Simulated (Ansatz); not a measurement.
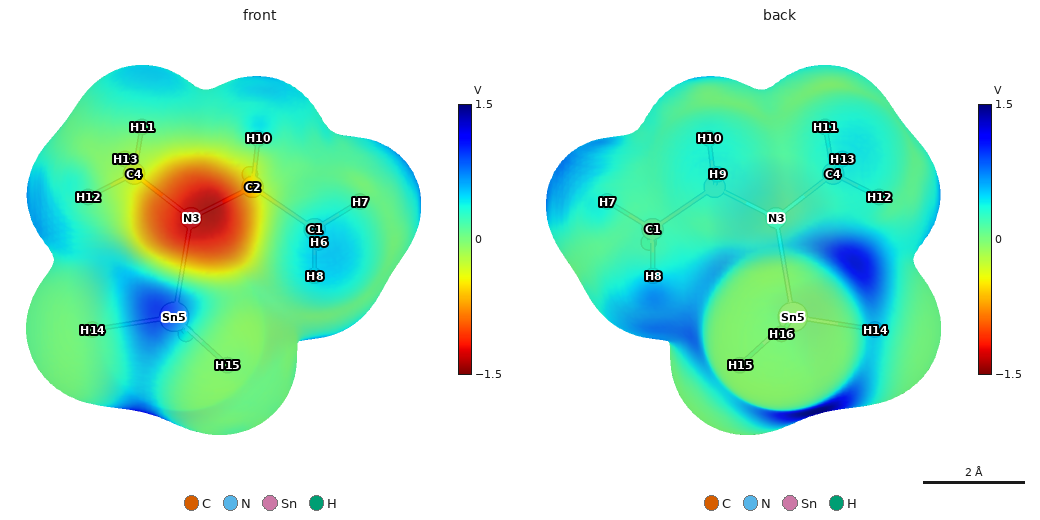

Figure. C$_{3}$H$_{11}$NSn. The electrostatic potential painted on the density surface at 0.002 e/bohr³, seen from the front and from behind; red is negative and blue positive.

Geometry: PBE0-D4/def2-TZVP; core potentials replace the inner electrons of Sn.

All numbers below come from Ansatz, RKS PBE0-D4/def2-TZVPP.

Input

```
crystal:
  periodic: [false, false, false]
  atoms:
    - {symbol: C, position_ang: [-0.002480, 1.995748, -0.043252]}
    - {symbol: C, position_ang: [0.858614, 0.751894, -0.001536]}
    - {symbol: N, position_ang: [0.149461, -0.447744, -0.388799]}
    - {symbol: C, position_ang: [1.033575, -1.589913, -0.435653]}
    - {symbol: Sn, position_ang: [-1.698888, -0.794000, 0.394215]}
    - {symbol: H, position_ang: [-0.467849, 2.113395, -1.024432]}
    - {symbol: H, position_ang: [0.599544, 2.883120, 0.162545]}
    - {symbol: H, position_ang: [-0.797663, 1.969518, 0.709435]}
    - {symbol: H, position_ang: [1.314010, 0.656115, 1.002174]}
    - {symbol: H, position_ang: [1.700963, 0.880679, -0.697687]}
    - {symbol: H, position_ang: [1.833522, -1.412904, -1.167159]}
    - {symbol: H, position_ang: [0.495569, -2.486365, -0.753122]}
    - {symbol: H, position_ang: [1.523701, -1.813476, 0.528011]}
    - {symbol: H, position_ang: [-2.051070, -2.401324, -0.054746]}
    - {symbol: H, position_ang: [-2.812811, 0.299506, -0.290311]}
    - {symbol: H, position_ang: [-1.701300, -0.626847, 2.104617]}
basis:
  gaussian: {orbitals: def2-TZVPP}
hamiltonian: {xc: pbe0, dispersion: d4}
output: {orbitals: {seedname: orbitals}}
```

Launched as:

```sh
ansatz run in.yaml --threads 4 --pin off --events-out ev --progress --plain --max-ram 11315MiB
```

Where is the surface potential most negative and most positive?

The most negative region (about −1.3 V) lies over N3, the most positive (about +1.4 V) over Sn5. N3 is the likeliest acceptor of a hydrogen bond.
